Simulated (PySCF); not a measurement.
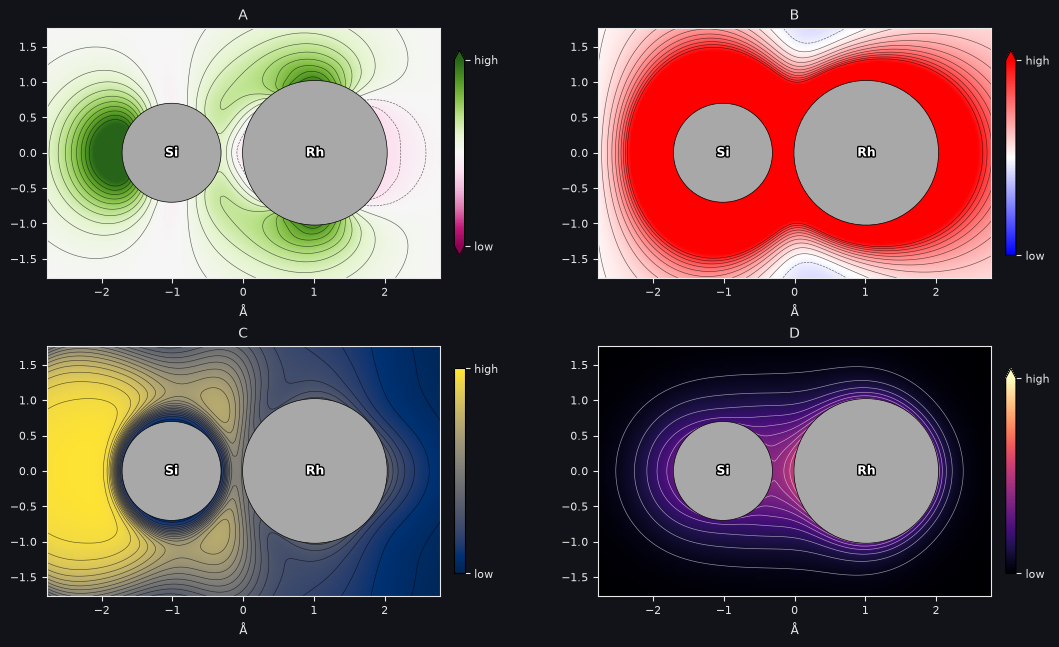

SiRh (doublet): 4 fields on a plane that holds the molecular axis, with unlabelled colour scales. Grey discs cover the atomic cores.

Core potentials replace the inner electrons of Rh.

The calculation used PBE0/def2-TZVPP, non-relativistic Hamiltonian with scalar-relativistic core potentials where named, at a bond length of 2.026 Å in PySCF.

```xyz
2

Si    0.0000    0.0000   -1.5929
Rh    0.0000    0.0000    0.4331
```

Question: Which field does each panel show? The fields are: electron density, electron localisation function, electrostatic potential and spin density.

Answer: Panel A: spin density (confined to the atoms that carry the unpaired spin). Panel B: electrostatic potential (strongly positive close to the atoms and fading to about zero outside). Panel C: electron localisation function. Panel D: electron density. From the grid: Si–Rh (2.03 Å): ρ is about 1.1 e/Å³ halfway; the ELF peaks at about 0.55 in the valence shell of Si, 0.9 Å from its nucleus, and is about 0.50 at the midpoint.
